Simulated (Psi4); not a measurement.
**GaNH4 (GaH2(NH2)), step by step**

Wanted: a geometry optimisation (singlet GaNH4, PBEh-3c/def2-mSVP), then the energy (doublet [GaNH4]+, UPBEh-3c/def2-mSVP), then a geometry optimisation (doublet [GaNH4]+, UPBEh-3c/def2-mSVP), then the energy (singlet GaNH4, PBEh-3c/def2-mSVP) of GaH4N. 

Program for the calculation: Psi4 1.11.

### 1 The molecule

The species is GaNH4 (6 atoms), meant as a singlet with charge 0. As SMILES, `[H][Ga]([H])[NH2]`. Geometry: a GFN2-xTB relaxation, a rough one for these elements and not checked as a minimum. The run starts from this shape.

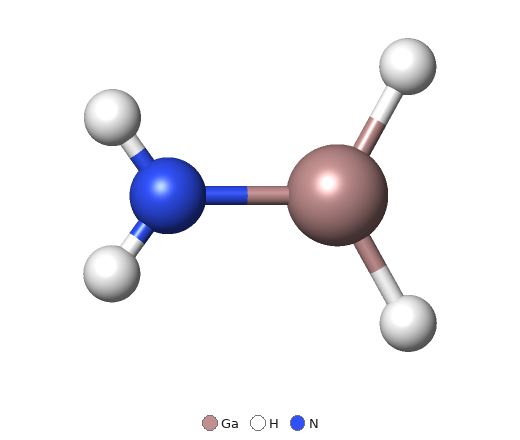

Viewed from a chosen angle; gallium pink, hydrogen white, nitrogen blue.

### 2 A structure relaxation at PBEh-3c/def2-mSVP (density fitting) (run 1)

File gah4n.py:

```python
import psi4

psi4.set_memory(1600000000)
psi4.set_num_threads(1)
psi4.core.set_output_file('psi4.out', False)

m = psi4.geometry("""
0 1
Ga     0.424050     0.733460     0.007650
H      1.890040     0.754090     0.501460
H     -0.291350     2.018260    -0.474150
N     -0.478200    -0.825800    -0.001250
H     -1.435720    -0.951110    -0.308080
H     -0.108820    -1.728900     0.274370
""")

psi4.set_options(dict(reference='rks'))

energy_value, wavefunction = psi4.optimize("PBEH-3C", molecule=m, return_wfn=True)
print(f'PBEH-3C energy: {energy_value:.10f} Eh')
print(m.to_string(dtype='xyz', units='Angstrom'))
```

Command:

```console
$ python gah4n.py
```

psi4.out:

```text
[...]
  Running in c1 symmetry.
[...]
  Nuclear repulsion =  108.906552615978484
[...]
  Multiplicity = 1
[...]
  Nalpha       = 21
  Nbeta        = 21
[...]
    Number of basis functions: 55
[...]
   @DF-RKS iter   1: -1979.21021390370061   -2.10573e+00   4.42134e-02 DIIS/ADIIS
[...]
   @DF-RKS iter   6: -1980.90764247328752   -1.59162e-12   6.32980e-09 DIIS
[...]
  @DF-RKS Final Energy: -1980.90764247328752
   => Energetics <=
    Nuclear Repulsion Energy =            108.7538019168259211
    One-Electron Energy =               -2978.0870867741800794
    Two-Electron Energy =                 936.8519744558329876
    DFT Exchange-Correlation Energy =     -48.4366267559357269
    Empirical Dispersion Energy =           0.0102946841694211
    VV10 Nonlocal Energy =                  0.0000000000000000
    Total Energy =                      -1980.9076424732875239
[...]
 Multipole Moments:
 ------------------------------------------------------------------------------------
     Multipole            Electronic (a.u.)      Nuclear  (a.u.)        Total (a.u.)
 ------------------------------------------------------------------------------------
 L = 1.  Multiply by 2.5417464519 to convert [e a0] to [Debye]
 Dipole X            :          1.7799147           -2.0228135           -0.2428988
 Dipole Y            :          3.0913578           -3.5119058           -0.4205479
 Dipole Z            :          0.0397431           -0.0432551           -0.0035120
 Magnitude           :                                                    0.4856673
[...]
  -Total Gradient:
     Atom            X                  Y                   Z
    ------   -----------------  -----------------  -----------------
       1       -0.000040551270     0.000042119469     0.000150833998
       2        0.000015561195    -0.000020838479    -0.000057414883
       3        0.000009739907    -0.000019944925    -0.000058132740
       4        0.000021980442     0.000025448400    -0.000001954164
       5        0.000011055501    -0.000018900809    -0.000011738526
       6       -0.000016692799    -0.000005717962    -0.000021192137
[...]
```

On the terminal:

```text
Some dependencies such as QCElemental have not yet finished migration to pydantic v2. If issues are encountered please downgrade pydantic or upgrade QCElemental as appropriate
	Previous geometry is closer to target in internal coordinates, so using that one.

	Best geometry has RMS(Delta(q)) = 3.86e-06

	Energy ratio indicates iffy step.
	Intrafrag trust radius decreased to   0.25.
Optimizer: Optimization complete!
PBEH-3C energy: -1980.9076424733 Eh
6
0 1 GaH4N
Ga                    0.164805556728     0.285874662301     0.003150364892
H                     1.631667364072     0.249928106499     0.503184748277
H                    -0.595400443004     1.544470066267    -0.487827960474
N                    -0.738535379292    -1.280838917345    -0.013765449034
H                    -1.692331786931    -1.385271575551    -0.317737126494
H                    -0.353586521862    -2.163789206592     0.278187542712
```

Wall time 16 s (1 thread of Intel Xeon 6975P-C (Granite Rapids), shared host); peak memory 0.44 GiB.

Step by step:

| step | energy from the first frame kept (eV) | largest force (eV/Å) |
| --- | --- | --- |
| 0 | 0.0000 | 0.7551 |
| 1 | -0.0109 | 0.1806 |
| 2 | -0.0134 | 0.0566 |
| 3 | -0.0137 | 0.0330 |
| 4 | -0.0138 | 0.0102 |
| 5 | -0.0138 | 0.0083 |

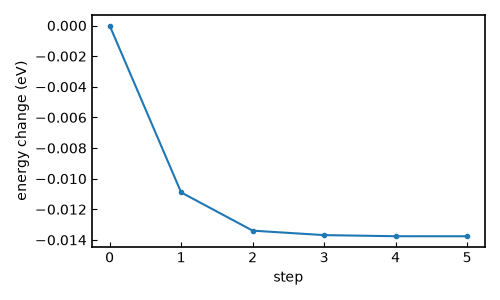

Energy along the run.

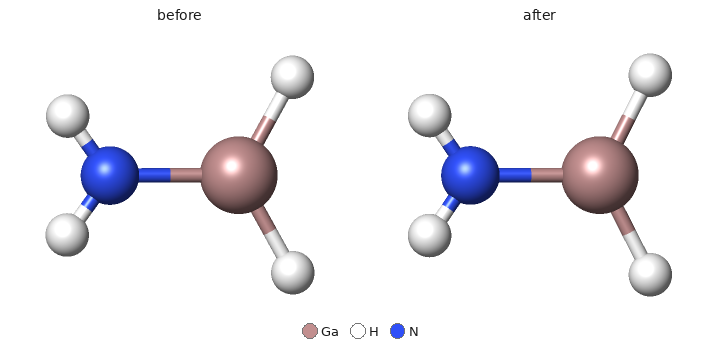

Before and after, at one scale.

After the run. Bond lengths: Ga1–N4 1.809 Å, Ga1–H2 1.550 Å, Ga1–H3 1.550 Å, N4–H5 1.006 Å, N4–H6 1.006 Å. Angles: Ga1–N4–H5 124.5°, Ga1–N4–H6 124.5°, H2–Ga1–N4 117.1°, H3–Ga1–N4 117.1°, H5–N4–H6 111.0°, H2–Ga1–H3 125.8°.

### 3 The doublet cation: the energy at UPBEh-3c/def2-mSVP (density fitting) (run 2)

File input.dat:

```
memory 1600 MB

molecule mol {
  1 2
  Ga     0.80225866     1.38954774     0.01689037
  H      3.57422421     1.32161776     0.96181957
  H     -0.63432248     3.76794760    -0.91092358
  N     -0.90480843    -1.57111263    -0.01507435
  H     -2.70722354    -1.76846051    -0.58949817
  H     -0.17736214    -3.23964631     0.53663687
  units au
}

set reference uks

energy("pbeh-3c")
print_variables()
```

Command:

```console
$ psi4 -i input.dat -o output.dat -n 1
```

output.dat:

```text
[...]
  Running in c1 symmetry.
[...]
  Nuclear repulsion =  108.753793671796345
[...]
  Multiplicity = 2
[...]
  Nalpha       = 21
  Nbeta        = 20
[...]
    Number of basis functions: 55
[...]
   @DF-UKS iter   1: -1978.94535812216054   -1.84715e+00   4.37855e-02 ADIIS/DIIS
[...]
   @DF-UKS iter  10: -1980.55268953017162   -1.59025e-08   2.42829e-07 DIIS
[...]
   @S^2 Observed:                7.539302787E-01
[...]
    Orbital Energies [Eh]
    ---------------------
    Alpha Occupied:
       1A   -374.264399     2A    -46.745012     3A    -41.393810
       4A    -41.390247     5A    -41.388833     6A    -15.007587
       7A     -5.992006     8A     -4.230586     9A     -4.223548
      10A     -4.217604    11A     -1.314772    12A     -1.188628
      13A     -1.187419    14A     -1.180961    15A     -1.179915
      16A     -1.177529    17A     -0.887928    18A     -0.836758
      19A     -0.735978    20A     -0.642190    21A     -0.554315
    Alpha Virtual:
      22A     -0.228007    23A     -0.174263    24A     -0.086767
      25A     -0.065724    26A     -0.044803    27A     -0.039836
[...]
  @DF-UKS Final Energy: -1980.55268953017162
   => Energetics <=
    Nuclear Repulsion Energy =            108.7537936717963447
    One-Electron Energy =               -2966.5881378174362908
    Two-Electron Energy =                 925.5236286839065087
    DFT Exchange-Correlation Energy =     -48.2522687459684221
    Empirical Dispersion Energy =           0.0102946775302046
    VV10 Nonlocal Energy =                  0.0000000000000000
    Total Energy =                      -1980.5526895301716195
[...]
 Multipole Moments:
 ------------------------------------------------------------------------------------
     Multipole            Electronic (a.u.)      Nuclear  (a.u.)        Total (a.u.)
 ------------------------------------------------------------------------------------
 L = 1.  Multiply by 2.5417464519 to convert [e a0] to [Debye]
 Dipole X            :          0.9453095           -2.0228158           -1.0775063
 Dipole Y            :          1.6439482           -3.5119067           -1.8679585
 Dipole Z            :          0.0241699           -0.0432526           -0.0190826
 Magnitude           :                                                    2.1565373
[...]
```

Run time: 5.1 s. Hardware: 1 thread of Intel Xeon 6975P-C (Granite Rapids), shared host; peak memory 0.4 GiB.

### 4 The doublet cation: a geometry optimisation at UPBEh-3c/def2-mSVP (density fitting) (run 3)

File calc.in:

```
memory 1.6 GB

molecule {
  1 2
  Ga     0.424537     0.735317     0.008938
  H      1.891398     0.699370     0.508973
  H     -0.335669     1.993912    -0.482040
  N     -0.478804    -0.831397    -0.007977
  H     -1.432601    -0.935829    -0.311949
  H     -0.093856    -1.714347     0.283976
  symmetry c1
}

set {
  reference uks
}

E, wfn = optimize('pbeh-3c', return_wfn=True)
```

Command:

```console
$ psi4 -i calc.in -o calc.out -n 1
```

calc.out:

```text
[...]
  Running in c1 symmetry.
[...]
  Nuclear repulsion =  108.753793560045636
[...]
  Multiplicity = 2
[...]
  Nalpha       = 21
  Nbeta        = 20
[...]
    Number of basis functions: 55
[...]
   @DF-UKS iter   1: -1978.94535824564105   -1.84716e+00   4.37855e-02 DIIS/ADIIS
[...]
   @DF-UKS iter   8: -1980.57545008794568    0.00000e+00   3.19873e-09 DIIS
[...]
   @S^2 Observed:                7.546422784E-01
[...]
  @DF-UKS Final Energy: -1980.57545008794568
   => Energetics <=
    Nuclear Repulsion Energy =             99.0630728214459992
    One-Electron Energy =               -2947.6009118126235080
    Two-Electron Energy =                 916.1732399516954501
    DFT Exchange-Correlation Energy =     -48.2191084511100883
    Empirical Dispersion Energy =           0.0082574026461655
    VV10 Nonlocal Energy =                  0.0000000000000000
    Total Energy =                      -1980.5754500879459101
[...]
 Multipole Moments:
 ------------------------------------------------------------------------------------
     Multipole            Electronic (a.u.)      Nuclear  (a.u.)        Total (a.u.)
 ------------------------------------------------------------------------------------
 L = 1.  Multiply by 2.5417464519 to convert [e a0] to [Debye]
 Dipole X            :          1.8519957           -2.6900006           -0.8380049
 Dipole Y            :          3.2055352           -4.6590743           -1.4535390
 Dipole Z            :          0.0261091           -0.0419393           -0.0158301
 Magnitude           :                                                    1.6778792
[...]
  -Total Gradient:
     Atom            X                  Y                   Z
    ------   -----------------  -----------------  -----------------
       1        0.000031202749    -0.000053079146    -0.000139519336
       2       -0.000009217144     0.000004308766     0.000061152740
       3       -0.000029375331     0.000016010412     0.000052113883
       4        0.000011637000     0.000053747200     0.000044246387
       5        0.000002521455    -0.000005720929    -0.000008222131
       6       -0.000000348894    -0.000004111124    -0.000009624190
[...]
```

The script printed:

```text
Optimizer: Optimization complete!
```

Run time: 29 s. Hardware: 1 thread of Intel Xeon 6975P-C (Granite Rapids), shared host; peak memory 0.44 GiB.

Steps, from the record of the run:

| step | energy from the first frame kept (eV) | largest force (eV/Å) |
| --- | --- | --- |
| 0 | 0.0000 | 5.2077 |
| 1 | -0.4507 | 1.8567 |
| 2 | -0.5652 | 0.8804 |
| 3 | -0.6086 | 0.3757 |
| 4 | -0.6180 | 0.1394 |
| 5 | -0.6193 | 0.0223 |
| 6 | -0.6193 | 0.0076 |
| 7 | -0.6193 | 0.0078 |

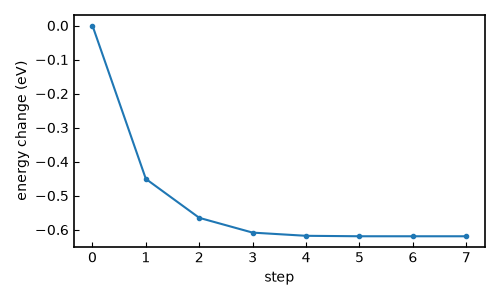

Energy along the run.

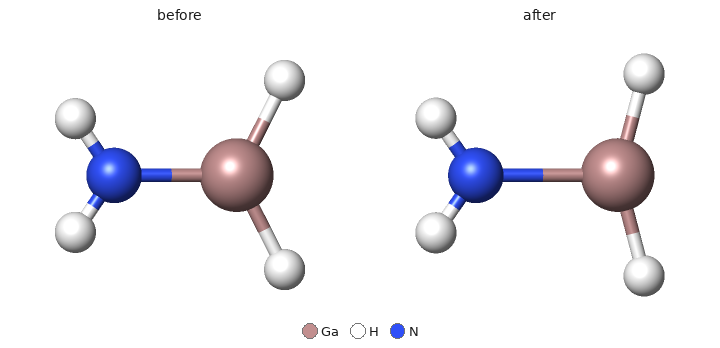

Before and after, at one scale.

After the run. Bond lengths: Ga1–N4 2.091 Å, Ga1–H2 1.523 Å, Ga1–H3 1.523 Å, N4–H5 1.023 Å, N4–H6 1.023 Å. Angles: Ga1–N4–H5 125.1°, Ga1–N4–H6 125.1°, H2–Ga1–N4 104.8°, H3–Ga1–N4 104.8°, H5–N4–H6 109.7°, H2–Ga1–H3 150.4°.

### 5 A single-point energy at PBEh-3c/def2-mSVP (density fitting) (run 4)

File gah4n.in:

```
memory 1600 MB

molecule molecule1 {
  0 1
  Ga
  H 1 1.522768
  H 1 1.522766 2 150.41645
  N 1 2.091339 3 104.79155 2 179.68815
  H 4 1.022637 1 125.13707 3 0.09347
  H 4 1.022636 5 109.72561 1 -179.98791
  units angstrom
}


energy("pbeh-3c")
```

Command:

```console
$ psi4 -n 1 gah4n.in gah4n.out
```

gah4n.out:

```text
[...]
  Running in c1 symmetry.
[...]
  Nuclear repulsion =   99.063072889053601
[...]
  Multiplicity = 1
[...]
  Nalpha       = 21
  Nbeta        = 21
[...]
    Number of basis functions: 55
[...]
   @DF-RKS iter   1: -1979.23377247341909   -2.42751e+00   4.36720e-02 ADIIS/DIIS
[...]
   @DF-RKS iter   9: -1980.87777390855263   -1.75216e-08   4.09628e-07 DIIS
[...]
    Orbital Energies [Eh]
    ---------------------
    Doubly Occupied:
       1A   -374.034342     2A    -46.513472     3A    -41.161851
       4A    -41.159117     5A    -41.157961     6A    -14.586703
       7A     -5.758766     8A     -3.996514     9A     -3.988350
      10A     -3.987374    11A     -0.955292    12A     -0.950839
      13A     -0.950352    14A     -0.949248    15A     -0.944338
      16A     -0.859981    17A     -0.504335    18A     -0.488976
      19A     -0.376312    20A     -0.358458    21A     -0.256185
[...]
  @DF-RKS Final Energy: -1980.87777390855263
   => Energetics <=
    Nuclear Repulsion Energy =             99.0630728890536005
    One-Electron Energy =               -2958.4739497895934619
    Two-Electron Energy =                 926.9168465787690820
    DFT Exchange-Correlation Energy =     -48.3920009899750454
    Empirical Dispersion Energy =           0.0082574031929488
    VV10 Nonlocal Energy =                  0.0000000000000000
    Total Energy =                      -1980.8777739085526264
[...]
 Multipole Moments:
 ------------------------------------------------------------------------------------
     Multipole            Electronic (a.u.)      Nuclear  (a.u.)        Total (a.u.)
 ------------------------------------------------------------------------------------
 L = 1.  Multiply by 2.5417464519 to convert [e a0] to [Debye]
 Dipole X            :          0.0350747           -0.0320835            0.0029913
 Dipole Y            :          5.4517202           -5.2016535            0.2500667
 Dipole Z            :          1.4395703           -1.3735405            0.0660299
 Magnitude           :                                                    0.2586547
[...]
```

Wall time 4.5 s (1 thread of Intel Xeon 6975P-C (Granite Rapids), shared host); peak memory 0.4 GiB.

### 6 Results

```
                                                               quantity           value
                      run 1, PBEh-3c/def2-mSVP: total energy at the end  -1980.90764 Eh
                                run 1, PBEh-3c/def2-mSVP: dipole moment          1.23 D
                                  run 1, PBEh-3c/def2-mSVP: HOMO energy        -8.21 eV
                                  run 1, PBEh-3c/def2-mSVP: LUMO energy        -0.09 eV
                                run 1, PBEh-3c/def2-mSVP: HOMO–LUMO gap         8.12 eV
                                    doublet cation, run 2: total energy  -1980.55269 Eh
              doublet cation, run 2: HOMO energy (highest over α and β)       -15.08 eV
               doublet cation, run 2: LUMO energy (lowest over α and β)       -11.18 eV
                                            doublet cation, run 2: ⟨S²⟩           0.754
                         doublet cation, run 3: total energy at the end  -1980.57545 Eh
              doublet cation, run 3: HOMO energy (highest over α and β)       -15.85 eV
               doublet cation, run 3: LUMO energy (lowest over α and β)        -9.65 eV
                                            doublet cation, run 3: ⟨S²⟩           0.755
                                 run 4, PBEh-3c/def2-mSVP: total energy  -1980.87777 Eh
                                run 4, PBEh-3c/def2-mSVP: dipole moment          0.66 D
                                  run 4, PBEh-3c/def2-mSVP: HOMO energy        -6.97 eV
                                  run 4, PBEh-3c/def2-mSVP: LUMO energy        -0.62 eV
                                run 4, PBEh-3c/def2-mSVP: HOMO–LUMO gap         6.35 eV
adiabatic ionisation energy (to the doublet cation, no zero-point term)        9.039 eV
```

In words: The adiabatic ionisation energy (to the doublet cation, no zero-point term) is 9.04 eV (872 kJ/mol). The optimisation (run 1, PBEh-3c/def2-mSVP) took 6 steps and changed the energy by -0.014 eV. The optimisation (doublet cation, run 3) took 8 steps and changed the energy by -0.619 eV.
